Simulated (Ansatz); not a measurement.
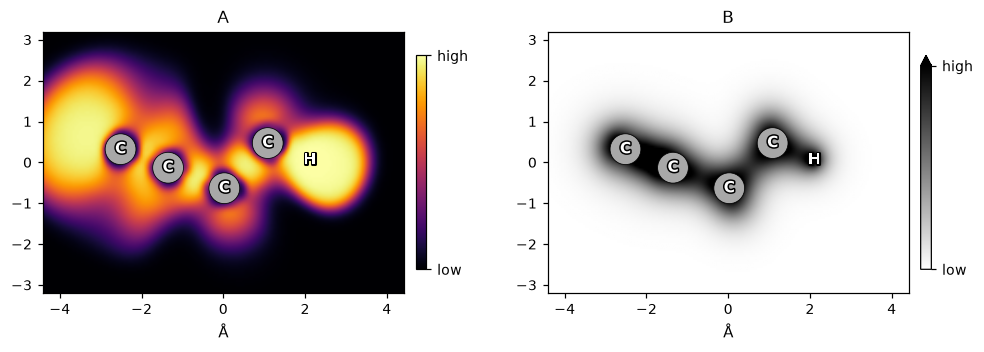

C₄H₅ (charge −1): 2 fields on the plane of atoms C3, C4 and H9, with unlabelled colour scales. Grey discs cover the atomic cores.

Geometry: PBE0-D3(BJ)/def2-SVPD.

All numbers below come from isolated molecule in a Gaussian basis; Kohn-Sham density functional theory, functional PBE0 in Ansatz.

```yaml
atoms:
  - { symbol: C, position_ang: [-1.1399, -0.3603, 2.9078] }
  - { symbol: C, position_ang: [-1.1498, 0.2269, 1.8071] }
  - { symbol: C, position_ang: [-1.1806, 0.8940, 0.5035] }
  - { symbol: C, position_ang: [-2.0499, 0.1798, -0.5364] }
  - { symbol: H, position_ang: [-0.1582, 0.9942, 0.0842] }
  - { symbol: H, position_ang: [-1.5485, 1.9365, 0.5994] }
  - { symbol: H, position_ang: [-3.0865, 0.1038, -0.1762] }
  - { symbol: H, position_ang: [-1.6852, -0.8457, -0.6955] }
  - { symbol: H, position_ang: [-2.0512, 0.7088, -1.5069] }
```

Match the panels to the quantities (electron density and electron localisation function).

Panel A: electron localisation function. Panel B: electron density. From the grid: C–C (1.25 Å): the density is about 2.7 e/Å³ at the midpoint; the ELF peaks at about 0.85 between the atoms; a short, multiple covalent bond. C–H (1.11 Å): ρ is about 1.9 e/Å³ halfway; the ELF climbs to about 1 towards the hydrogen, as it does in any bond to H: an ordinary covalent bond to hydrogen.
